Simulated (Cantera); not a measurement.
Input: 1 mol Al(CH3)3, 0.63 mol N2O, 110 mol H2, at 1500 K.

Method: chemical equilibrium by Gibbs-energy minimisation in Cantera with the NASA 1993 tables (ideal gas, pure condensed phases). Candidate condensed phases: Al, AlN, Al2O3, C, C6H6, C7H8, C8H18, H2O; 148 gas species. The feed counts by its element totals alone. Mutual solubility and eutectic melting of coexisting phases are not modelled. Equilibrium is a limit: real reactors are often held back by kinetics, nucleation or transport.

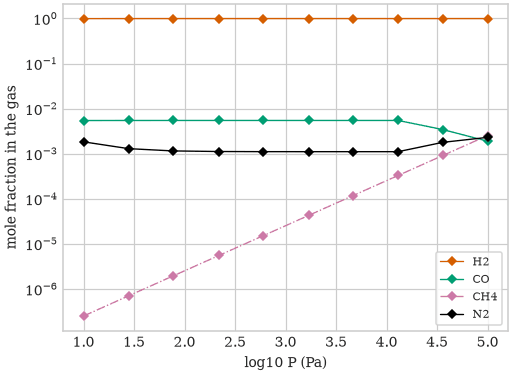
Fig. 1. Equilibrium gas composition (values under 1e-9 drawn at 1e-9)

From 0.0750 Torr to 97.5 Torr the condensed part is AlN(s) + C(graphite). From 270 Torr to 750 Torr the condensed part is AlN(s) + Al2O3(s) + C(graphite).
